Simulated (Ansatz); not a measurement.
CdF4

Input

```
crystal:
  lattice:
    - [-2.6198421045, 2.6198421045, 2.6198421045]
    - [2.6198421045, -2.6198421045, 2.6198421045]
    - [2.6198421045, 2.6198421045, -2.6198421045]
  atoms:
    - { symbol: Cd, position: [0.0, 0.0, 0.0] }
    - { symbol: F, position: [0.5, 0.5, 0.5] }
    - { symbol: F, position: [0.0, 0.0, 0.5] }
    - { symbol: F, position: [0.0, 0.5, 0.0] }
    - { symbol: F, position: [0.5, 0.0, 0.0] }
basis:
  ecutwfc: 420
kpoints:
  mp_grid: { grid: [10, 10, 10] }
hamiltonian:
  xc: pbe
scf:
  occupations: { method: gaussian, width: 0.1 }
output:
  forces: true
  stress: true
  eigenvalues: true
  write_density: true
  write_potential: true
  elf: true
  volumetric_format: npy
relax:
  adjacent_minimum: "off"
  f_tol: 0.01
  max_steps: 80
  cell: { stress_tol: 0.05 }
```

Launched as:

```sh
ansatz run input.yaml --threads 1 --pin off --max-ram 2048MiB --backend cpu --events-out ev --progress --plain --runs-dir out
```

Below, planes, directions and counts refer to the conventional cell (a = 5.23 Å, b = 5.23 Å, c = 5.23 Å, α = 90.00°, β = 90.00°, γ = 90.00°).

The fields are those of the run's last geometry, not of the input's.

Space group Im-3m; a structure generated by program, which may or may not match a known phase.

All numbers below come from DFT PBE, scalar-relativistic, plane waves, PAW (Ansatz).

What can the converged valence pseudo-density and electron localisation function tell about the bonding?

Cd–F (2.27 Å): ρ at the midpoint is about 0.37 e/Å³; the ELF is about 0.10 at the midpoint: no localised pair shows between them.

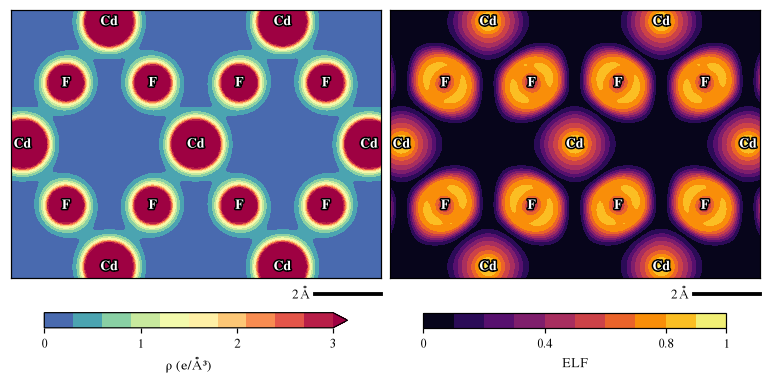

Computed valence pseudo-density and electron localisation function on the (11̄0) plane of the conventional cell, in this order. 

Core electrons are frozen (PAW), and the valence fields are smoothed inside the atomic spheres.
